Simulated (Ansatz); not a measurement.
# AlAsH₅N: single points off equilibrium

The atoms stand at a structure displaced at random from a GFN2-xTB minimum. How far do the functionals agree with CCSD(T) there?

Method: single points in def2-TZVPP; program: Ansatz 0.2.0, Gaussian basis.

Correlated methods freeze the cores. Filled d shells of the heavier atoms are correlated.

### 1 Where the work starts

SMILES `[AlH2][NH][AsH2]`, 8 atoms, charge 0, spin multiplicity 1.

Atoms are counted from 1 here; the program's logs count them from 0.

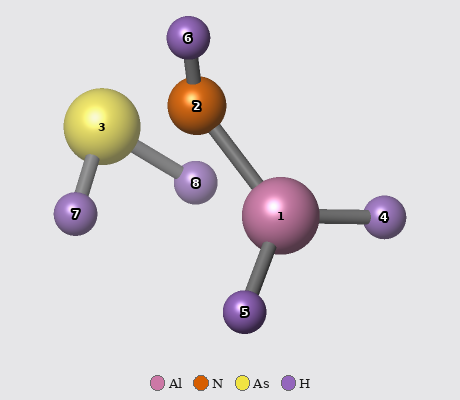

As it starts; aluminium pink, nitrogen orange, arsenic yellow, hydrogen purple; atoms are numbered from 1 in the order of the file.

Coordinates:

```xyz
8

Al   -0.9341    0.7085   -0.4738
N     0.4832    0.7228    0.7986
As    1.3459   -1.3165    0.7131
H    -2.4772    0.1667   -0.0595
H    -0.5624    1.1930   -2.0291
H     0.8872    1.3802    1.5531
H     1.5817   -0.9499   -0.6614
H    -0.1534   -1.6968    0.3064
```

### 2 CCSD(T)/def2-TZVPP

Contents of run/in.yaml:

```yaml
crystal:
  periodic: [false, false, false]
  atoms:
    - {symbol: Al, position_ang: [-0.934100, 0.708500, -0.473800]}
    - {symbol: N, position_ang: [0.483200, 0.722800, 0.798600]}
    - {symbol: As, position_ang: [1.345900, -1.316500, 0.713100]}
    - {symbol: H, position_ang: [-2.477200, 0.166700, -0.059500]}
    - {symbol: H, position_ang: [-0.562400, 1.193000, -2.029100]}
    - {symbol: H, position_ang: [0.887200, 1.380200, 1.553100]}
    - {symbol: H, position_ang: [1.581700, -0.949900, -0.661400]}
    - {symbol: H, position_ang: [-0.153400, -1.696800, 0.306400]}
basis:
  gaussian: {orbitals: def2-TZVPP}
correlation: {method: ccsd_t}
output: {forces: true}
```

The command line of these runs was not kept.

Standard output (excerpt; [...] marks lines left out):

```text
Functional definition: HF
  name "HF"
  cite "Fock, Z. Phys. 61, 126 (1930) doi:10.1007/BF01340294"
  parent pbe
[...]
1146 factors; integrals over basis functions are off by at most 1.0e-3 eV
[...]
mean field -68938.47160026 eV, -2533.4421031353 hartree, gradient 1.6e-6 eV, S^2 0.000000; 0 other end points of the search recorded, 0 dependent functions left out
15 core orbitals not correlated: weight in the atoms' cores, before any rotation towards them, 1.000 or more for the frozen orbitals, at most 0.000 for the correlated occupied ones
reference -68938.47160026 eV, -2533.4421031353 hartree; 14, 14 occupied and 162, 162 virtual orbitals, 1146 factors
second order -15.88661854 eV of doubles, -0.00000000 eV of singles
cycle   1  -15.98541970 eV  change   -9.9e-2 eV  update   1.1e-1
[...]
cycle  14  -16.66368712 eV  change   -8.9e-7 eV  update   2.5e-6
perturbative correction -0.69560817 eV, -0.0255631287 hartree
[...]
working
working
Total energy: -68955.83089555 eV, -2534.0800454707 hartree
Atom 0 at    -0.934100     0.708500    -0.473800 Å, force     0.934076    -0.048714     0.933739 eV/Å
Atom 1 at     0.483200     0.722800     0.798600 Å, force     0.452131    -0.595197     0.432194 eV/Å
Atom 2 at     1.345900    -1.316500     0.713100 Å, force    -2.913058     2.800472     1.125545 eV/Å
Atom 3 at    -2.477200     0.166700    -0.059500 Å, force     1.086634     0.375051    -0.318804 eV/Å
Atom 4 at    -0.562400     1.193000    -2.029100 Å, force    -0.315678    -0.335268     0.943469 eV/Å
Atom 5 at     0.887200     1.380200     1.553100 Å, force    -0.897913    -1.872322    -1.741543 eV/Å
Atom 6 at     1.581700    -0.949900    -0.661400 Å, force     0.656264    -0.058939    -1.661153 eV/Å
Atom 7 at    -0.153400    -1.696800     0.306400 Å, force     0.997544    -0.265082     0.286552 eV/Å
Dipole moment:     0.215252    -0.118164     0.106763 e Å
```

Run time: 3.4 min. Hardware: 4 threads, shared host; peak memory 3.8 GiB.

### 3 PBE0-D4/def2-TZVPP

Changes to run/in.yaml since step 2:

```diff
@@ -13,3 +13,3 @@
   gaussian: {orbitals: def2-TZVPP}
-correlation: {method: ccsd_t}
-output: {forces: true}
+hamiltonian: {xc: pbe0, dispersion: d4}
+output: {forces: true, orbitals: {seedname: orbitals}}
```

The log in run was not kept; the run's report gives a total energy of -68996.769764 eV.

Wall time 2.6 s (4 threads, shared host); peak memory 0.45 GiB.

### 4 wB97M-V/def2-TZVPP

Changes to run/in.yaml since step 3:

```diff
@@ -13,3 +13,3 @@
   gaussian: {orbitals: def2-TZVPP}
-hamiltonian: {xc: pbe0, dispersion: d4}
-output: {forces: true, orbitals: {seedname: orbitals}}
+hamiltonian: {xc: {name: wB97M-V}}
+output: {forces: true}
```

The log in run was not kept; the run's report gives a total energy of -69004.265717 eV.

It took 7.5 s on 4 threads, shared host; peak memory 0.58 GiB.

### 5 r2SCAN-D4/def2-TZVPP

Changes to run/in.yaml since step 4:

```diff
@@ -13,3 +13,3 @@
   gaussian: {orbitals: def2-TZVPP}
-hamiltonian: {xc: {name: wB97M-V}}
+hamiltonian: {xc: r2scan, dispersion: d4}
 output: {forces: true}
```

The log in run was not kept; the run's report gives a total energy of -69007.272587 eV.

Wall time 3.1 s (4 threads, shared host); peak memory 0.24 GiB.

### 6 PBE-D4/def2-TZVPP

Changes to run/in.yaml since step 5:

```diff
@@ -13,3 +13,3 @@
   gaussian: {orbitals: def2-TZVPP}
-hamiltonian: {xc: r2scan, dispersion: d4}
+hamiltonian: {xc: pbe, dispersion: d4}
 output: {forces: true}
```

The log in run was not kept; the run's report gives a total energy of -68994.501049 eV.

Wall time 1.6 s (4 threads, shared host); peak memory 0.22 GiB.

### 7 HSE06-D4/def2-TZVPP

Changes to run/in.yaml since step 6:

```diff
@@ -13,3 +13,3 @@
   gaussian: {orbitals: def2-TZVPP}
-hamiltonian: {xc: pbe, dispersion: d4}
+hamiltonian: {xc: hse06, dispersion: d4}
 output: {forces: true}
```

The log in run was not kept; the run's report gives a total energy of -68996.558674 eV.

It took 2.8 s on 4 threads, shared host; peak memory 0.48 GiB.

### 8 CAM-B3LYP-D4/def2-TZVPP

Changes to run/in.yaml since step 7:

```diff
@@ -13,3 +13,3 @@
   gaussian: {orbitals: def2-TZVPP}
-hamiltonian: {xc: hse06, dispersion: d4}
+hamiltonian: {xc: {name: CAM-B3LYP}, dispersion: d4}
 output: {forces: true}
```

Standard output (excerpt; [...] marks lines left out):

```text
Functional definition: CAM-B3LYP
  name "CAM-B3LYP"
  cite "Yanai, Tew & Handy, Chem. Phys. Lett. 393, 51 (2004) doi:10.1016/j.cplett.2004.06.011"
  cite "Iikura, Tsuneda, Yanai & Hirao, J. Chem. Phys. 115, 3540 (2001) doi:10.1063/1.1383587"
  cite "Becke, Phys. Rev. A 38, 3098 (1988) doi:10.1103/PhysRevA.38.3098"
  cite "Lee, Yang & Parr, Phys. Rev. B 37, 785 (1988) doi:10.1103/PhysRevB.37.785"
  cite "Vosko, Wilk & Nusair, Can. J. Phys. 58, 1200 (1980) doi:10.1139/p80-159"
[...]
  # Exact exchange under (alpha + beta erf(omega r))/r, Becke's under what is left of 1/r.
[...]
1147 factors; their error is unknown
286 factors; integrals over basis functions are off by at most 1.7e-5 eV
[...]
mean field -69011.79097963 eV, -2536.1365406294 hartree, gradient 6.0e-5 eV, S^2 0.000000; 0 other end points of the search recorded, 0 dependent functions left out
[...]
reference -69011.79111317 eV, -2536.1365455368 hartree; 29, 29 occupied and 162, 162 virtual orbitals, 1147 factors
Total energy: -69011.92994294 eV, -2536.1416474369 hartree
Atom 0 at    -0.934100     0.708500    -0.473800 Å, force     1.028838     0.049946     1.024862 eV/Å
Atom 1 at     0.483200     0.722800     0.798600 Å, force     0.419203    -0.786633     0.388622 eV/Å
Atom 2 at     1.345900    -1.316500     0.713100 Å, force    -3.051703     2.977841     1.093094 eV/Å
Atom 3 at    -2.477200     0.166700    -0.059500 Å, force     1.172460     0.393445    -0.332661 eV/Å
Atom 4 at    -0.562400     1.193000    -2.029100 Å, force    -0.332231    -0.368787     1.022868 eV/Å
Atom 5 at     0.887200     1.380200     1.553100 Å, force    -0.976140    -1.891018    -1.851376 eV/Å
Atom 6 at     1.581700    -0.949900    -0.661400 Å, force     0.671696    -0.082048    -1.655175 eV/Å
Atom 7 at    -0.153400    -1.696800     0.306400 Å, force     1.067876    -0.292746     0.309767 eV/Å
Dipole moment:     0.227157    -0.151622     0.108126 e Å
```

It took 2.9 s on 4 threads, shared host; peak memory 0.52 GiB.

### 9 Comparison

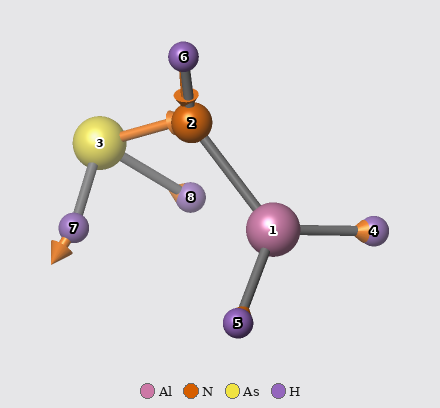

Forces at CCSD(T); the longest arrow is 4.19 eV/Å.

```
      method  RMS force component (eV/Å)  RMS error against CCSD(T) (eV/Å)  angle to CCSD(T) forces (°)  dipole (D)
     CCSD(T)                       1.195                         reference                    reference        1.29
     PBE0-D4                       1.235                             0.069                          2.7        1.34
     wB97M-V                       1.258                             0.082                          2.5        1.50
   r2SCAN-D4                       1.183                             0.062                          2.9        1.29
      PBE-D4                       1.108                             0.197                          8.8        1.37
    HSE06-D4                       1.231                             0.068                          2.7        1.33
CAM-B3LYP-D4                       1.256                             0.082                          2.6        1.41
```

Energy less the free neutral atoms in their ground states at the same level (atoms from separate runs):

Differences are taken before rounding.

```
      method                    rung  energy less atoms (kJ/mol)  from CCSD(T) (kJ/mol)
      PBE-D4                     GGA                     -2029.6                  -95.4
   r2SCAN-D4                meta-GGA                     -1995.0                  -60.7
     PBE0-D4                  hybrid                     -1962.6                  -28.4
    HSE06-D4         screened hybrid                     -1962.8                  -28.6
CAM-B3LYP-D4  range-separated hybrid                     -2012.8                  -78.6
     wB97M-V  range-separated hybrid                     -2001.5                  -67.3
Hartree-Fock            wavefunction                     -1238.6                 +695.7
         MP2            wavefunction                     -1914.9                  +19.3
        CCSD            wavefunction                     -1892.7                  +41.6
     CCSD(T)            wavefunction                     -1934.2                      0
```

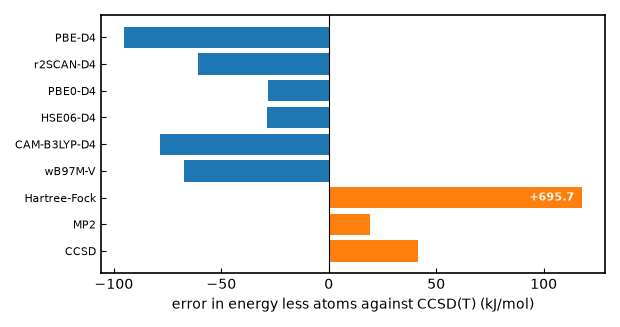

How far each level lands from CCSD(T). Bars with a number in them are cut short.

Cost and force error (times from a shared host):

```
      method     time  RMS force error (eV/Å)
     CCSD(T)  3.4 min                       0
     PBE0-D4    2.6 s                   0.069
     wB97M-V    7.5 s                   0.082
   r2SCAN-D4    3.1 s                   0.062
      PBE-D4    1.6 s                   0.197
    HSE06-D4    2.8 s                   0.068
CAM-B3LYP-D4    2.9 s                   0.082
```

### 10 What came out

| quantity | value |
| --- | --- |
| energy less free atoms, CCSD(T)/def2-TZVPP | -1934.2 kJ/mol |
| RMS force component | 1.108 to 1.258 eV/Å over the methods |
| RMS force error | PBE0-D4 0.069, wB97M-V 0.082, r2SCAN-D4 0.062, PBE-D4 0.197, HSE06-D4 0.068, CAM-B3LYP-D4 0.082 eV/Å |
| HOMO and LUMO, PBE0-D4 | -6.26 and -1.85 eV |
| T1 diagnostic | 0.013 |

What this shows: Against CCSD(T) the functionals' energies less atoms differ by -95.4 to -28.4 kJ/mol, PBE-D4 by -95.4 kJ/mol. The reference is not at the basis limit: in triple zeta CCSD(T) underbinds, which counts against methods that bind more; the gaps are no ranking. On forces the order runs from r2SCAN-D4 to PBE-D4. Frozen-core CCSD(T) forces in triple zeta carry basis errors of their own, and this is one geometry, so small gaps rank nothing.
